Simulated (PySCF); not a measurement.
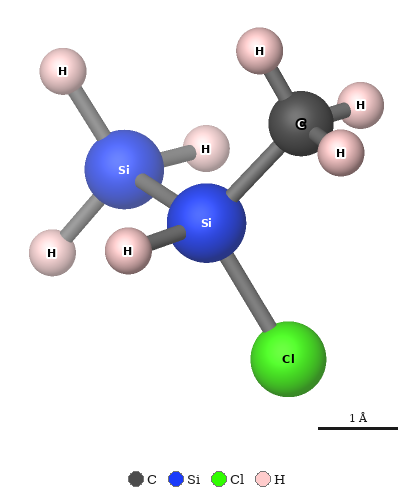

The structure as given in the input (ball-and-stick view, seen at a tilt).

**NMR shielding calculation of CH7ClSi2**

- system: CH7ClSi2
- method: GIAO KT2/pcSseg-2 NMR shielding, non-relativistic, gas phase (PySCF 2.14.0)

The geometry comes from this level: PBE0-D3(BJ)/def2-SVP. Figures and captions count atoms from 1; the log counts them from 0 in places.

**The input**
```
{"job": {"kind": "nmr", "xc": "KT2", "basis": "pcSseg-2", "pop": false}, "charge": 0, "multiplicity": 1}
C     -3.004426    -0.388311    -0.295668
Si    -1.836732     1.073714    -0.294919
Si     0.389806     0.447080     0.076984
Cl    -1.875920     1.967268    -2.181950
H     -3.002420    -0.877135     0.691670
H     -2.698812    -1.126999    -1.051660
H     -4.031519    -0.063588    -0.521771
H     -2.285149     2.100360     0.693425
H      0.536720    -0.214817     1.411969
H      0.799810    -0.521995    -0.985792
H      1.286139     1.640988     0.023786
```

The first line tells a small driver script what to run in PySCF; the rest is the geometry in Å.

Hardware: 1 CPU thread, shared host.

Launch command:
```bash
OMP_NUM_THREADS=1 python <driver script> task.json out
```

**Output**
```
coarse grid: 10304 points
cycle   1  E = -1090.7164643385  dE = -5.361e-02  |g| = 4.688e-01  |ddm| = 2.281e+00
cycle   2  E = -1090.6574011166  dE =  5.906e-02  |g| = 6.522e-01  |ddm| = 9.281e-01
cycle   3  E = -1090.7708050774  dE = -1.134e-01  |g| = 6.710e-02  |ddm| = 6.035e-01
cycle   4  E = -1090.7720769274  dE = -1.272e-03  |g| = 1.868e-02  |ddm| = 9.666e-02
cycle   5  E = -1090.7721752955  dE = -9.837e-05  |g| = 3.643e-03  |ddm| = 2.367e-02
cycle   6  E = -1090.7721789453  dE = -3.650e-06  |g| = 1.378e-03  |ddm| = 5.803e-03
final grid: 84416 points
cycle   7  E = -1090.8035145915  dE = -2.327e-04  |g| = 2.380e-02  |ddm| = 5.298e-02
cycle   8  E = -1090.8034614830  dE =  5.311e-05  |g| = 2.220e-02  |ddm| = 3.260e-02
cycle   9  E = -1090.8035523941  dE = -9.091e-05  |g| = 7.109e-03  |ddm| = 2.689e-02
cycle  10  E = -1090.8035668572  dE = -1.446e-05  |g| = 9.527e-04  |ddm| = 7.120e-03
cycle  11  E = -1090.8035671272  dE = -2.700e-07  |g| = 1.788e-04  |ddm| = 1.184e-03
cycle  12  E = -1090.8035671353  dE = -8.062e-09  |g| = 4.686e-05  |ddm| = 2.100e-04
cycle  13  E = -1090.8035671359  dE = -6.187e-10  |g| = 1.282e-05  |ddm| = 6.114e-05
```

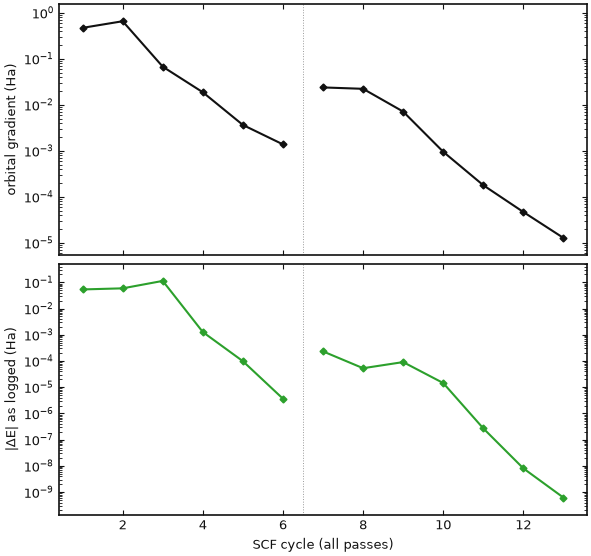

Convergence of the self-consistent field: orbital gradient and size of the energy change against the SCF cycle. The dotted line marks the change from a coarse to the final integration grid. The first 6 cycles use a coarse grid, the final grid takes over at cycle 7, and the field converges after 13 cycles in all.

```
converged SCF energy = -1090.8035671359

GIAO shielding tensors (ppm)
atom      isotropic    diamagn.    paramagn.     s11        s22        s33       span
  0 C      179.176     246.544     -67.368    165.178    181.776    190.574     25.396
  1 Si     346.394     880.682    -534.289    287.718    349.564    401.899    114.181
  2 Si     458.808     884.104    -425.295    450.622    454.034    471.769     21.146
  3 Cl     950.844    1150.023    -199.179    879.804    968.536   1004.191    124.387
  4 H       30.870      30.039       0.831     26.601     28.041     37.966     11.365
  5 H       30.537      30.434       0.103     27.091     28.806     35.713      8.622
  6 H       30.241      26.851       3.390     26.099     28.019     36.604     10.505
  7 H       25.491      28.241      -2.750     22.506     23.819     30.149      7.643
  8 H       27.625      29.938      -2.313     24.492     25.512     32.871      8.379
  9 H       27.668      30.129      -2.461     24.954     26.142     31.908      6.954
 10 H       27.546      29.278      -1.732     24.452     25.753     32.434      7.981
```

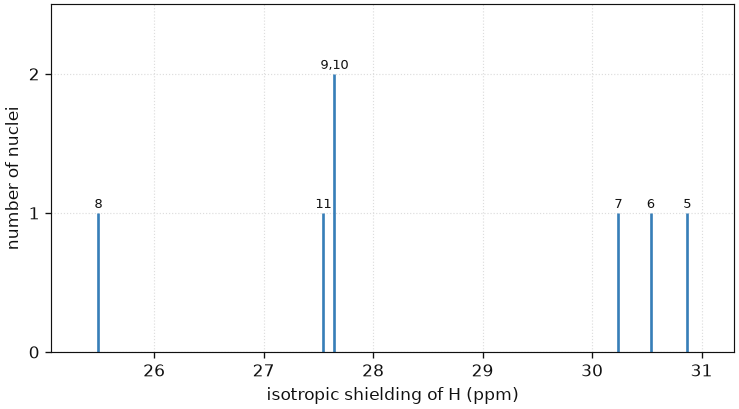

Isotropic shieldings of the hydrogen nuclei in this fixed geometry, labelled by atom number; shielding grows to the right, so chemical shift grows to the left. The least shielded is H8 (25.5 ppm), the most shielded H5 (30.9 ppm).

**Summary**

```csv
quantity,value
outcome,converged
total energy,−1090.803567 hartree
HOMO,−6.93 eV
LUMO,−1.26 eV
dipole moment,1.92 D
"isotropic shielding, C",179.2 ppm
"isotropic shielding, Si",346.4 to 458.8 ppm
"isotropic shielding, Cl",950.8 ppm
"isotropic shielding, H",25.5 to 30.9 ppm
wall time,36 s
peak memory,0.86 GiB
```
